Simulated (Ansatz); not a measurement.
## Run report: W₄O, single-point calculation

- system: W₄O (slab, 5 atoms in the cell)
- method: DFT, PBE, plane waves, PAW, PAW set soft_1 (Ansatz 0.2.0)

The structure derives from an entry of the Crystallography Open Database.

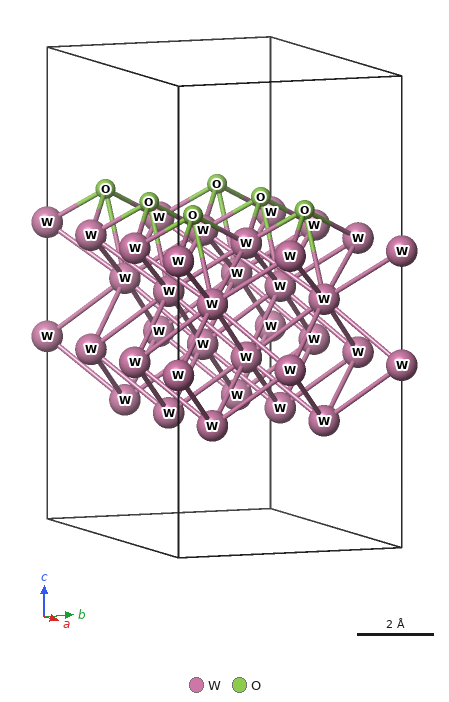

Fig. 1: The structure (ball-and-stick view of the 3 × 2 repeat of the cell, with the vacuum cut short, seen slightly off an axis). Near neighbours in the crystal (not all of them lie inside the picture): W has 4 W at 2.76 Å; W has 8 W at 2.76 to 2.80 Å; W has 1 O at 2.42 Å and 8 W at 2.65 to 2.80 Å; W has 3 O at 1.95 to 2.51 Å and 4 W at 2.65 Å; O has 4 W at 1.95 to 2.51 Å.

**Input**
```yaml
crystal:
  lattice:
    - [3.1836991688, 0.0, 0.0]
    - [0.0, 3.1836991688, 0.0]
    - [0.0, 0.0, 20.1425775749]
  atoms:
    - { symbol: W, position: [0.5, 0.5, 0.1985843165], spin: 2.0 }
    - { symbol: W, position: [0.0, 0.0, 0.2776134069] }
    - { symbol: W, position: [0.5, 0.5, 0.35994518] }
    - { symbol: W, position: [0.0, 0.0, 0.4290700901] }
    - { symbol: O, position: [0.375, 0.375, 0.477026193] }
basis:
  ecutwfc: 420
kpoints:
  mp_grid: { grid: [8, 8, 1] }
hamiltonian:
  xc: pbe
  pseudopotentials: { kind: paw, azcp: { folder: soft_1 } }
scf:
  occupations: { method: gaussian, width: 0.1 }
  max_iter: 75
output:
  forces: true
  eigenvalues: true
efield:
  axis: 3
  dipole_correction: true
  ramp_width: 0.04
```

Run as:
```bash
ansatz run input.yaml --threads 1 --pin off --max-ram 3072MiB --backend cpu --events-out ev --progress --plain --runs-dir out
```

**Output**
```
Error: inconsistent input (magnetization.spin_polarized): false but per-atom `spin:`, `per_species`, `initial_magnetization`, `magnetic_field`, or `spin_locking` is set
```

**What the run reported**

- outcome: refused by the program
- hardware: 1 thread of Arm Neoverse V2, 24 GiB of memory available, shared host

The input was spoiled on purpose: a moment without spin polarisation (`magnetization` and `crystal.atoms[0].spin`). The program refused the input: “inconsistent input (magnetization.spin_polarized): false but per-atom `spin:`, `per_species`, `initial_magnetization`, `magnetic_field`, or `spin_locking` is set”
